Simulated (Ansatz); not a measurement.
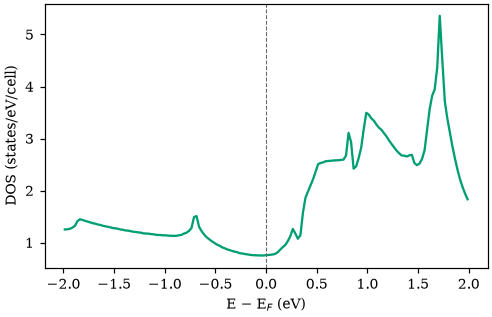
Figure. Density of states of ScAl (Pm-3m) near the Fermi level, PBEsol, rigid bands run with Ansatz (a quantum-chemistry and plane-wave program).

Task: With 2 atoms a cell, what bare Sommerfeld coefficient γ = (π²/3) k_B² N(E_F) follows?

Result: N(E_F) ≈ 0.76 states/eV a cell at 300 K, so γ ≈ 0.89 mJ/(mol of atoms·K²), before many-body enhancement (phonons, spin fluctuations, correlation).

Task: How far does the Fermi level move in a rigid band for 0.1 electron a cell added or removed?

Result: 127 meV and -132 meV.

A metal at this level (no band gap); rigid bands, thermally averaged at 300 K, both spins. Spin-orbit coupling is left out. Geometry: cell and atoms relaxed with PBEsol.

Computed structure with no diffraction record at hand here (it may be known, metastable or hypothetical): ScAl (Pm-3m).
